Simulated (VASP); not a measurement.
Band structure of CaCl2 (sg58). These are r2SCAN meta-GGA, VASP's PBE PAW potentials (set 64) (plane waves; VASP) values and carry that method's errors.

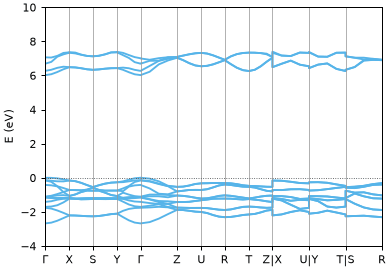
Bands along high-symmetry lines, zero at the valence-band maximum or, without a gap, the Fermi level

Q: Read the plot: is there a gap, and where are the band edges?

A: The gap is direct, 6.02 eV, from the valence maximum at Γ to the conduction minimum at Γ.

Measured: gap 6.90 eV (computed value off by -0.88 eV), as given by Andrés Aguado et al., Journal of the Physical Society of Japan (1999), arXiv:cond-mat/9901145.

The compound is CaCl2 in the sg58 structure. It was relaxed first.
